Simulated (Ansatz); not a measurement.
```xyz
11

N    -0.1719    0.8021    1.8746
Si   -0.2924   -0.2232    0.5296
C    -0.8086    0.3604   -1.1287
C     0.3389   -0.1959   -1.5784
N     1.1422   -0.5659   -0.4859
H    -0.2044    0.4593    2.8189
H     0.1829    1.7414    1.8136
H    -0.8897   -1.4815    1.0438
H    -1.5921    0.8240   -1.7034
H     0.6777   -0.3626   -2.6005
H     1.6829   -1.4150   -0.5628
```

Geometry: PBE0-D4/def2-TZVP.

Computed with RKS PBE0-D4/def2-TZVPP in Ansatz.

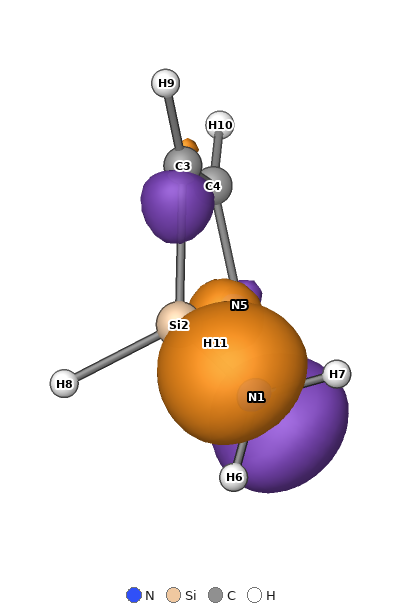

C2H6N2Si. The HOMO−1 at ±0.2 Å⁻³ᐟ² (orange and purple are the two phases), seen at an oblique angle.

Question: What is the character of this orbital?

Answer: By Hirshfeld shares it lies mainly on N1 (about 65 %). Its energy is −7.69 eV.
